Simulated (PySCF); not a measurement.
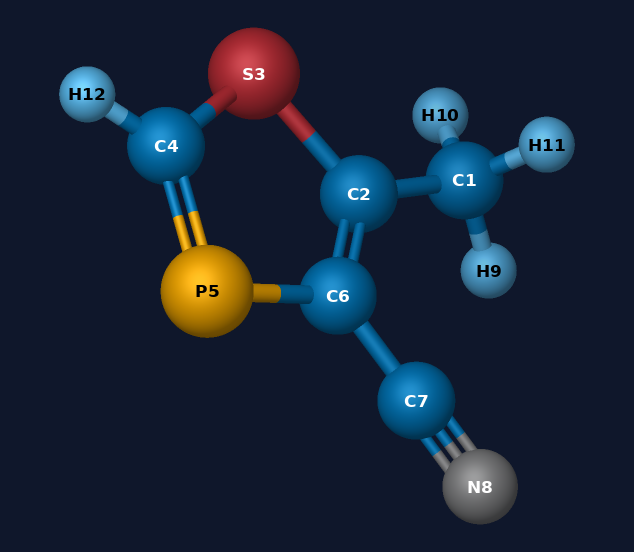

The computed structure is the end point of a GFN2-xTB optimisation. No frequency run is at hand to confirm it as a minimum. Electric field gradients from the ground-state density, PBE0/pcSseg-1 (PySCF 2.14.0), non-relativistic apart from any core potentials.

Give the largest field-gradient component, the quadrupole coupling constant and the asymmetry for 33S at S3 (Q = −67.81 mb), 14N at N8 (Q = 20.44 mb).

```json
{"atom": "S3", "V_zz (a.u.)": "1.743", "e²qQ/h (MHz)": "−27.8", "η": "0.48"}
{"atom": "N8", "V_zz (a.u.)": "−0.952", "e²qQ/h (MHz)": "−4.57", "η": "0.13"}
```

The geometry is semi-empirical. Around P such bond lengths and angles can be off by a tenth of an ångström or more and by several degrees, and values that hang on the shape move with them.
